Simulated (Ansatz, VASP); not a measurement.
# Cross-check of NiO between VASP and Ansatz

Wanted: the spread between two codes on one cell, functional and k mesh. The cell is taken from a series of VASP runs on this material, whose earlier steps may have relaxed, scaled or displaced it; both programs get it as it stands. Valence electrons are named where the data sets of a main pair hold unlike numbers.

Program: Ansatz 0.2.0. Level of theory: plane waves, with VASP 6.6.1 beside it; band structure at PBE with D3(BJ), DFT+U and single point at PBE with D3(BJ), DFT+U. Results are calculated unless marked as measured.

## 1. Starting point

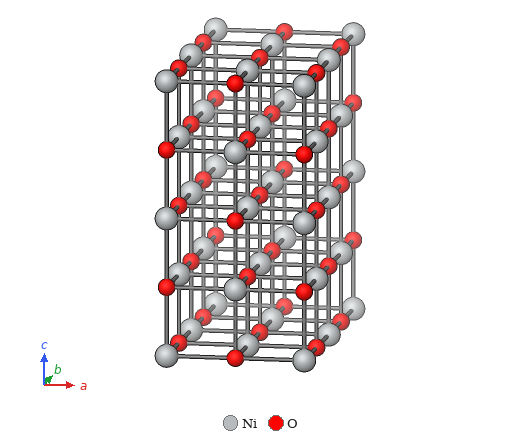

The cell as given, slightly off an axis (nickel light grey, oxygen red). 1×2×2 cells are drawn. This picture shows the conventional cell, with its axes. Some periodic images of atoms are drawn too.

## 2. VASP: band structure, PBE with D3(BJ), DFT+U

With cell and atoms fixed, the geometry can't cause a difference; cores, projectors, grids and the points listed under the comparison can.

Lines of VASP's logs that name or quote its potential files are left out, and so is its time.

INCAR

```
SYSTEM = NiO
PREC = Accurate
ENCUT = 520
EDIFF = 1E-06
NELM = 100
ISMEAR = 0
SIGMA = 0.05
LREAL = .FALSE.
ALGO = Normal
GGA = PE
IVDW = 12
NBANDS = 21
ISPIN = 2
MAGMOM = 1.784 0.201
LDAU = .TRUE.
LDAUTYPE = 2
LDAUL = 2 -1
LDAUU = 5 0
LDAUJ = 0 0
LDAUPRINT = 1
LASPH = .TRUE.
LMAXMIX = 4
LORBIT = 11
LWAVE = .FALSE.
LCHARG = .FALSE.
KPAR = 2
```

POSCAR

```
NiO
1.0
    0.0000000000      2.0908002819      2.0908002819
    2.0908002819      0.0000000000      2.0908002819
    2.0908002819      2.0908002819      0.0000000000
Ni O
1 1
Direct
    0.0000000000      0.0000000000      0.0000000000
    0.5000000000      0.5000000000      0.5000000000
```

KPOINTS

```
Automatic mesh
0
Gamma
8 8 8
0 0 0
```

KPOINTS_OPT

```
Line mode
16
Line-mode
Reciprocal
  0.00000000   0.00000000   0.00000000 GAMMA
  0.50000000   0.00000000   0.50000000 X

  0.50000000   0.00000000   0.50000000 X
  0.50000000   0.25000000   0.75000000 W

  0.50000000   0.25000000   0.75000000 W
  0.37500000   0.37500000   0.75000000 K

  0.37500000   0.37500000   0.75000000 K
  0.00000000   0.00000000   0.00000000 GAMMA

  0.00000000   0.00000000   0.00000000 GAMMA
  0.50000000   0.50000000   0.50000000 L

  0.50000000   0.50000000   0.50000000 L
  0.62500000   0.25000000   0.62500000 U

  0.62500000   0.25000000   0.62500000 U
  0.50000000   0.25000000   0.75000000 W

  0.50000000   0.25000000   0.75000000 W
  0.50000000   0.50000000   0.50000000 L

  0.50000000   0.50000000   0.50000000 L
  0.37500000   0.37500000   0.75000000 K

  0.62500000   0.25000000   0.62500000 U
  0.50000000   0.00000000   0.50000000 X
```

Potentials, in the order of the species: Ni and O (PBE family, release 64).

Run with:

```bash
mpirun -np 2 vasp_std
```

Numbers of over 12 decimals in the logs are rounded to 6 here.

Log:

```text
[banner, memory and clock lines left out]
running    2 mpi-ranks, on    1 nodes
 distrk:  each k-point on    1 cores,    2 groups
 distr:  one band on    1 cores,    1 groups

 POSCAR found type information on POSCAR NiO
 POSCAR found :  2 types and       2 ions
 LDA part: xc-table for (Slater+PW92), standard interpolation
 POSCAR, INCAR and KPOINTS ok, starting setup
 FFT: planning ... GRIDC
 FFT: planning ... GRID_SOFT
 FFT: planning ... GRID
 WAVECAR not read
 entering main loop
       N       E                     dE             d eps       ncg     rms          rms(c)
DAV:   1     0.905433018605E+02    0.90543E+02   -0.68736E+03  2628   0.976E+02
DAV:   2    -0.446898674714E+01   -0.95012E+02   -0.83432E+02  2566   0.227E+02
DAV:   3    -0.103404205901E+02   -0.58714E+01   -0.57197E+01  2756   0.553E+01
DAV:   4    -0.103903189719E+02   -0.49898E-01   -0.49866E-01  2822   0.509E+00
DAV:   5    -0.103908841924E+02   -0.56522E-03   -0.56521E-03  2783   0.504E-01    0.155E+01
DAV:   6    -0.101356688938E+02    0.25522E+00   -0.11763E+01  2768   0.581E+01    0.184E+01
DAV:   7    -0.100721907885E+02    0.63478E-01   -0.10211E+00  2751   0.238E+01    0.890E+00
DAV:   8    -0.102545632794E+02   -0.18237E+00   -0.15389E-01  2939   0.364E+00    0.547E+00
DAV:   9    -0.103329478338E+02   -0.78385E-01   -0.39946E-02  2823   0.542E+00    0.481E-01
DAV:  10    -0.103379471375E+02   -0.49993E-02   -0.20542E-02  3167   0.161E+00    0.388E-01
DAV:  11    -0.103379950324E+02   -0.47895E-04   -0.21588E-03  3156   0.788E-01    0.118E-01
DAV:  12    -0.103382093922E+02   -0.21436E-03   -0.17053E-04  2739   0.316E-01    0.518E-02
DAV:  13    -0.103382654995E+02   -0.56107E-04   -0.77098E-05  3377   0.137E-01    0.187E-02
DAV:  14    -0.103382698677E+02   -0.43682E-05   -0.16744E-05  2791   0.366E-02    0.616E-03
DAV:  15    -0.103382699087E+02   -0.41023E-07   -0.45082E-07  1707   0.658E-03
   1 F= -.10868226E+02 E0= -.10868226E+02  d E =-.230969E-30  mag=     2.0000
 Start KPOINTS_OPT (optional k-point list driver)
k-point batch [1-29\160]
       N       E                     dE             ncg
DAV:   1     0.362045082087E+04   -0.12809E+05     2619
DAV:   2     0.973755274217E+03   -0.26467E+04     2492
DAV:   3     0.808339547196E+03   -0.16542E+03     2970
DAV:   4     0.806964696686E+03   -0.13749E+01     2899
DAV:   5     0.806950722611E+03   -0.13974E-01     3072
DAV:   6     0.806950321123E+03   -0.40149E-03     3032
DAV:   7     0.806950306215E+03   -0.14908E-04     2972
DAV:   8     0.806950305746E+03   -0.46827E-06     2071
[...]
k-point batch [146-160\160]
       N       E                     dE             ncg
DAV:   1     0.127470570562E+05   -0.98734E+04     1355
DAV:   2     0.113370400529E+05   -0.14100E+04     1294
DAV:   3     0.112446234647E+05   -0.92417E+02     1555
DAV:   4     0.112437972858E+05   -0.82618E+00     1549
DAV:   5     0.112437901705E+05   -0.71153E-02     1534
DAV:   6     0.112437899518E+05   -0.21869E-03     1689
DAV:   7     0.112437899448E+05   -0.70048E-05     1511
DAV:   8     0.112437899446E+05   -0.21481E-06     1163
```

OUTCAR, selected parts (step 2):

```text
ion  position               nearest neighbor table
   1  0.000  0.000  0.000-   2 2.09   2 2.09   2 2.09   2 2.09   2 2.09   2 2.09
   2  0.500  0.500  0.500-   1 2.09   1 2.09   1 2.09   1 2.09   1 2.09   1 2.09

  LATTYP: Found a face centered cubic cell.
 ALAT       =     4.1816005638

 Subroutine GETGRP returns: Found 48 space group operations
 (whereof 48 operations were pure point group operations)

The static configuration has the point symmetry O_h .

 Found     29 irreducible k-points:

   k-points           NKPTS =     29   k-points in BZ     NKDIM =     29   number of bands    NBANDS=     21

   dimension x,y,z NGX =    24 NGY =   24 NGZ =   24
   dimension x,y,z NGXF=    48 NGYF=   48 NGZF=   48

   ENCUT  =  520.0 eV  38.22 Ry    6.18 a.u.   5.50  5.50  5.50*2*pi/ulx,y,z

   NELECT =      16.0000    total number of electrons

 k-points in reciprocal lattice and weights: Automatic mesh
   0.00000000  0.00000000  0.00000000       0.002
   0.12500000  0.00000000  0.00000000       0.016
   0.25000000  0.00000000  0.00000000       0.016
   0.37500000  0.00000000  0.00000000       0.016
   0.50000000  0.00000000  0.00000000       0.008
   0.12500000  0.12500000  0.00000000       0.012
   0.25000000  0.12500000  0.00000000       0.047
   0.37500000  0.12500000  0.00000000       0.047
   0.50000000  0.12500000  0.00000000       0.047
[...]
-0.37500000  0.50000000  0.12500000       0.023
  -0.25000000  0.50000000  0.25000000       0.012

atom =   1  type =  1  l = 2

 onsite density matrix

spin component  1

  0.9800  0.0000 -0.0000 -0.0000  0.0000
  0.0000  0.9800  0.0000 -0.0000  0.0000
 -0.0000  0.0000  1.0309  0.0000 -0.0000
 -0.0000 -0.0000  0.0000  0.9800 -0.0000
  0.0000  0.0000 -0.0000 -0.0000  1.0309

spin component  2

  0.9780  0.0000 -0.0000 -0.0000  0.0000
  0.0000  0.9780  0.0000 -0.0000  0.0000
 -0.0000  0.0000  0.1535  0.0000 -0.0000
 -0.0000 -0.0000  0.0000  0.9780 -0.0000
  0.0000  0.0000 -0.0000 -0.0000  0.1535

 occupancies and eigenvectors

  o =  0.1535  v =  0.0000  0.0000  0.0000  0.0000  0.0000  0.0000  0.0000 -1.0000 -0.0000 -0.0002      0.0000  0.0000  0.0000  0.0000  0.0000  0.0000  0.0000  0.0000  0.0000  0.0000
  o =  0.1535  v =  0.0000  0.0000  0.0000  0.0000  0.0000  0.0000  0.0000  0.0002 -0.0000 -1.0000      0.0000  0.0000  0.0000  0.0000  0.0000  0.0000  0.0000  0.0000  0.0000  0.0000
  o =  0.9780  v =  0.0000  0.0000  0.0000  0.0000  0.0000  1.0000  0.0000  0.0000  0.0000  0.0000      0.0000  0.0000  0.0000  0.0000  0.0000  0.0000  0.0000  0.0000  0.0000  0.0000
  o =  0.9780  v =  0.0000  0.0000  0.0000  0.0000  0.0000  0.0000  0.4491  0.0000 -0.8935  0.0000      0.0000  0.0000  0.0000  0.0000  0.0000  0.0000  0.0000  0.0000  0.0000  0.0000
  o =  0.9780  v =  0.0000  0.0000  0.0000  0.0000  0.0000  0.0000  0.8935  0.0000  0.4491  0.0000      0.0000  0.0000  0.0000  0.0000  0.0000  0.0000  0.0000  0.0000  0.0000  0.0000
  o =  0.9800  v =  0.0000 -0.9987 -0.0000 -0.0509 -0.0000  0.0000  0.0000  0.0000  0.0000  0.0000      0.0000  0.0000  0.0000  0.0000  0.0000  0.0000  0.0000  0.0000  0.0000  0.0000
  o =  0.9800  v =  0.0000 -0.0509  0.0000  0.9987  0.0000  0.0000  0.0000  0.0000  0.0000  0.0000      0.0000  0.0000  0.0000  0.0000  0.0000  0.0000  0.0000  0.0000  0.0000  0.0000
  o =  0.9800  v =  1.0000  0.0000  0.0000  0.0000  0.0000  0.0000  0.0000  0.0000  0.0000  0.0000      0.0000  0.0000  0.0000  0.0000  0.0000  0.0000  0.0000  0.0000  0.0000  0.0000
  o =  1.0309  v =  0.0000  0.0000 -0.9795  0.0000 -0.2013  0.0000  0.0000  0.0000  0.0000  0.0000      0.0000  0.0000  0.0000  0.0000  0.0000  0.0000  0.0000  0.0000  0.0000  0.0000
  o =  1.0309  v =  0.0000 -0.0000 -0.2013 -0.0000  0.9795  0.0000  0.0000  0.0000  0.0000  0.0000      0.0000  0.0000  0.0000  0.0000  0.0000  0.0000  0.0000  0.0000  0.0000  0.0000

 average (electrostatic) potential at core
       1 -84.4061       2 -67.5734

 E-fermi :   7.3494

 spin component 1
 k-point     1 :       0.0000    0.0000    0.0000
  band No.  band energies     occupation
    ...
      5       2.4125      1.00000
      6       2.4125      1.00000
      7       5.2874      1.00000
      8       5.2874      1.00000
      9       5.2874      1.00000
     10       9.4637      0.00000
     11      25.1123      0.00000
     12      25.1124      0.00000
     13      25.1124      0.00000
     14      25.7524      0.00000
    ...

 k-point     2 :       0.1250    0.0000    0.0000
  band No.  band energies     occupation
    ...
      5       2.4574      1.00000
      6       2.4575      1.00000
      7       4.5531      1.00000
      8       5.6012      1.00000
      9       5.6012      1.00000
     10      10.5154      0.00000
     11      22.1701      0.00000
     12      24.9142      0.00000
     13      24.9142      0.00000
     14      27.7657      0.00000
    ...

 k-point     3 :       0.2500    0.0000    0.0000
  band No.  band energies     occupation
    ...
      5       2.6395      1.00000
      6       2.6395      1.00000
      7       3.9927      1.00000
      8       6.2278      1.00000
      9       6.2279      1.00000
     10      12.2329      0.00000
     11      19.5767      0.00000
     12      23.6260      0.00000
     13      23.6260      0.00000
     14      27.8285      0.00000
    ...

 k-point     4 :       0.3750    0.0000    0.0000
  band No.  band energies     occupation
    ...
      5       2.8549      1.00000
      6       2.8550      1.00000
      7       4.0378      1.00000
      8       6.7543      1.00000
      9       6.7543      1.00000
     10      13.3005      0.00000
     11      18.1604      0.00000
     12      22.2776      0.00000
     13      22.2776      0.00000
     14      27.8172      0.00000
    ...

 k-point     5 :       0.5000    0.0000    0.0000
  band No.  band energies     occupation
    ...
      5       2.9489      1.00000
      6       2.9490      1.00000
      7       4.1238      1.00000
      8       6.9553      1.00000
      9       6.9553      1.00000
     10      13.4954      0.00000
     11      17.8800      0.00000
     12      21.7640      0.00000
     13      21.7640      0.00000
     14      27.9345      0.00000
    ...

 k-point     6 :       0.1250    0.1250    0.0000
  band No.  band energies     occupation
    ...
      5       2.3791      1.00000
      6       2.3791      1.00000
      7       4.9424      1.00000
      8       5.2930      1.00000
      9       5.2930      1.00000
     10      10.8947      0.00000
     11      22.2542      0.00000
     12      24.4922      0.00000
     13      24.4922      0.00000
     14      25.2202      0.00000
    ...

 Edisp (eV)   -0.52996

  Total      -0.00731    -0.00731    -0.00731    -0.00000    -0.00000     0.00000
  in kB      -0.64070    -0.64070    -0.64070    -0.00000    -0.00000     0.00000
  external pressure =       -0.64 kB  Pullay stress =        0.00 kB

  energy-cutoff  :      520.00
  volume of cell :       18.28
      direct lattice vectors                 reciprocal lattice vectors
     0.000000000  2.090800282  2.090800282    -0.239142880  0.239142880  0.239142880
     2.090800282  0.000000000  2.090800282     0.239142880 -0.239142880  0.239142880
     2.090800282  2.090800282  0.000000000     0.239142880  0.239142880 -0.239142880

 POSITION                                       TOTAL-FORCE (eV/Angst)
 -----------------------------------------------------------------------------------
      0.00000      0.00000      0.00000         0.000000      0.000000      0.000000
      2.09080      2.09080      2.09080        -0.000000     -0.000000     -0.000000
 -----------------------------------------------------------------------------------
    total drift:                                0.000000     -0.000000     -0.000000

  FREE ENERGIE OF THE ION-ELECTRON SYSTEM (eV)
  ---------------------------------------------------
  free  energy   TOTEN  =       -10.8682255480 eV

  energy  without entropy=      -10.8682255480  energy(sigma->0) =      -10.86822555

 total charge
# of ion       s       p       d       tot
------------------------------------------
    1        0.342   0.421   8.216   8.979
    2        1.548   3.476   0.000   5.025
--------------------------------------------------
tot          1.890   3.897   8.216  14.003

 magnetization (x)
# of ion       s       p       d       tot
------------------------------------------
    1        0.011   0.014   1.759   1.784
    2        0.020   0.181   0.000   0.201
--------------------------------------------------
tot          0.032   0.194   1.759   1.985

[... 6 further parts left out ...]
```

Experiment finds antiferromagnetic order in this phase (below 523 K, arxiv:1210.6675), so this ferromagnetic run describes another state. Direct gaps are counted within one spin. The valence top and the conduction bottom belong to opposite spins.

(Continued in part 2 of 2.)

[Lines on the potential files, build, host, timing and source positions are cut from VASP's logs without a mark.]

[Logs are printed without paths, hosts, clocks, repeated set-up lines and the standing remarks that a program may print on its own settings, such as how far it seeks lower states.]

[Hosts, paths, dates, database ids (printed as entryN), source tags and the programs' standing remarks are cut or masked in the printed files.]
